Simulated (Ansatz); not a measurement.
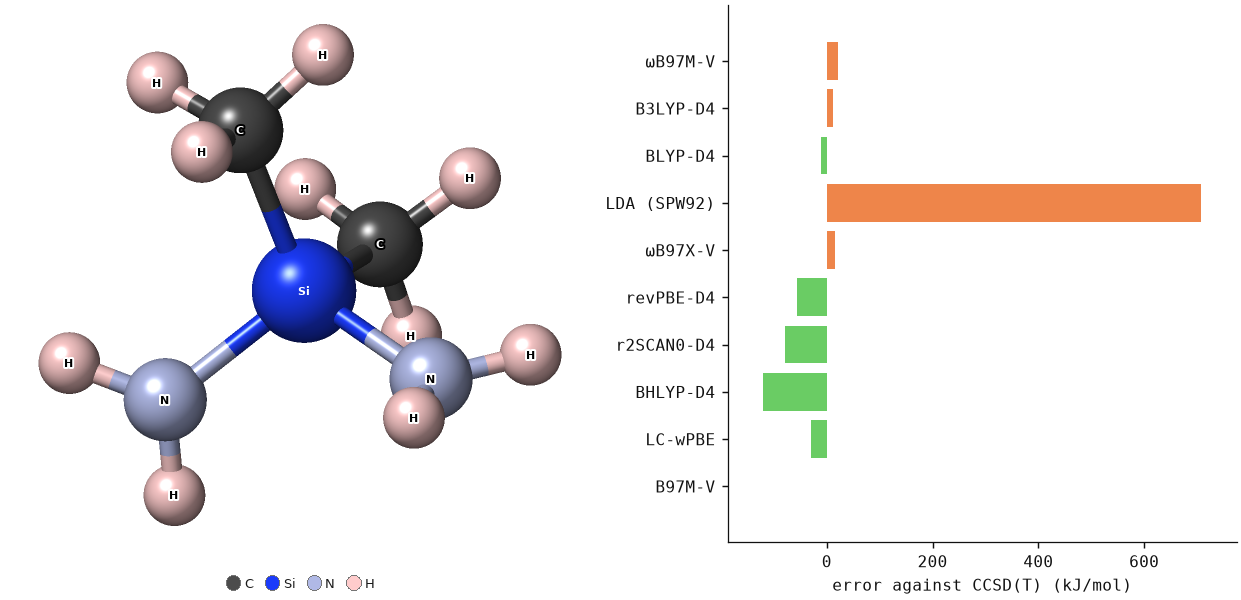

Error in the electronic atomisation energy (method less reference, so positive means overbinding) of C₂H₁₀N₂Si, SMILES C[Si](C)(N)N: functionals in def2-TZVPP against frozen-core CCSD(T) at the limit (MP2 extrapolated from triple and quadruple zeta, plus CCSD(T) less MP2 in a smaller set), which gives 5563.1 kJ/mol, at a PBE0-D4/def2-TZVP geometry (a minimum by its frequencies), no zero-point or spin-orbit term, the Ansatz code. The reference leaves out core correlation, a term that grows with the number of heavy atoms. No dispersion term is added to LC-wPBE.

> Which of these levels overbind, and which underbind?

Overbind: LDA (SPW92). Underbind: revPBE-D4, r2SCAN0-D4, BHLYP-D4 and LC-wPBE. Within 25 kJ/mol of zero, too close to call in view of what the reference leaves out: ωB97M-V, B3LYP-D4, BLYP-D4, ωB97X-V and B97M-V.

> What range do the values span?

From −120.4 kJ/mol (BHLYP-D4) to 708.3 kJ/mol (LDA (SPW92)).
